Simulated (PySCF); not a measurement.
# C₅H₁₁PSi: what the fields show

```yaml
atoms:
  - { symbol: P, position_ang: [3.0580, -0.0592, -0.3186] }
  - { symbol: Si, position_ang: [0.9627, 0.4293, -0.9593] }
  - { symbol: C, position_ang: [0.1433, 1.9738, -0.1677] }
  - { symbol: C, position_ang: [-1.0319, 1.1347, 0.3699] }
  - { symbol: C, position_ang: [-0.5317, -0.2585, -0.0031] }
  - { symbol: C, position_ang: [-0.5994, -1.4253, 0.9380] }
  - { symbol: C, position_ang: [-1.4429, -1.4136, -0.2952] }
  - { symbol: H, position_ang: [2.9932, -1.3611, -0.7825] }
  - { symbol: H, position_ang: [2.7067, -0.4388, 0.9647] }
  - { symbol: H, position_ang: [0.8750, 0.3145, -2.4222] }
  - { symbol: H, position_ang: [0.7199, 2.4381, 0.6292] }
  - { symbol: H, position_ang: [-0.1667, 2.7619, -0.8471] }
  - { symbol: H, position_ang: [-1.1933, 1.2599, 1.4406] }
  - { symbol: H, position_ang: [-1.9626, 1.3724, -0.1454] }
  - { symbol: H, position_ang: [-1.0855, -1.2762, 1.8918] }
  - { symbol: H, position_ang: [0.2383, -2.1075, 0.9816] }
  - { symbol: H, position_ang: [-2.5060, -1.2542, -0.1843] }
  - { symbol: H, position_ang: [-1.1860, -2.0839, -1.1022] }
```

Geometry: GFN2-xTB.

Method: PySCF 2.14.0, PBE0/pcSseg-1, SCF density, gas phase, non-relativistic.

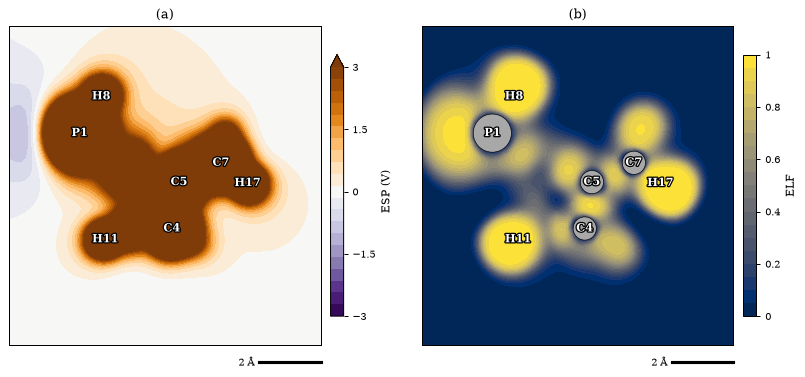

Figure 1. (a) molecular electrostatic potential; (b) electron localisation function on the plane of atoms C5, C7 and H17. Grey discs cover the atomic cores in the ELF map.

Q: Describe what can be read from this map.

A:
- The plane passes through P, C and H nuclei.
- C–C (1.50 Å): the ELF peaks at about 0.85 between the atoms; a shared electron pair.
- C–H (1.08 Å): the ELF climbs to about 1 towards the hydrogen, as it does in any bond to H: an ordinary covalent bond to hydrogen.
- C–C (1.53 Å): the ELF peaks at about 0.95 between the atoms: a covalent bond.
- P–H (1.38 Å): the ELF climbs to about 1 towards the hydrogen.
- The ELF also peaks beside P1, away from the bonds: lone-pair regions.
- Outside the dense part of the molecule the potential is most negative (−1.0 V) near P1.

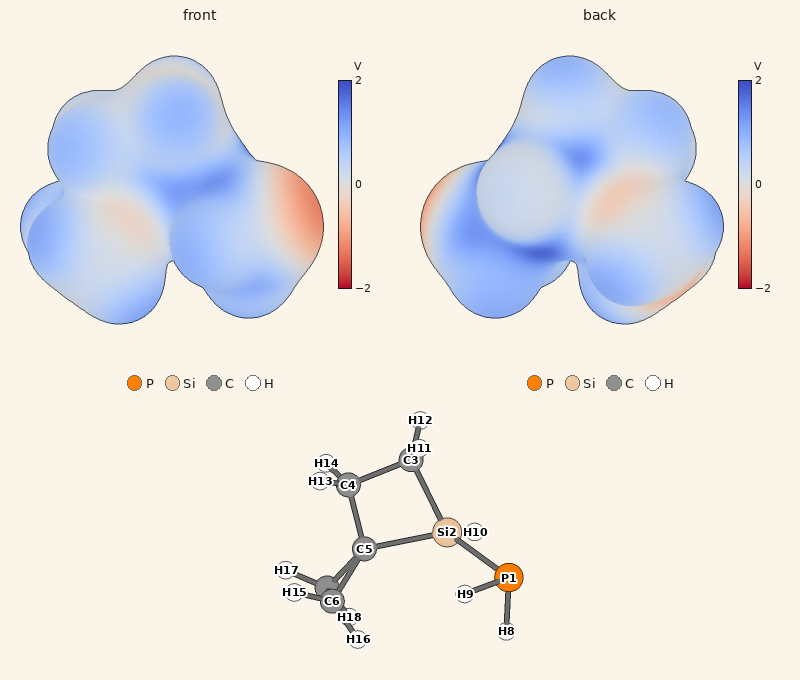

Figure 2. The electrostatic potential painted on the density surface at 0.004 e/bohr³, seen from the front and from behind; the colour scale runs from red (negative) to blue (positive). The bare structure is drawn below in the same view.

Q: Where is the surface potential most negative and most positive?

A: The most negative region (about −1.1 V, or −25 kcal/mol for a unit charge) lies over P1, the most positive (about +1.6 V, or +37 kcal/mol for a unit charge) over Si2.
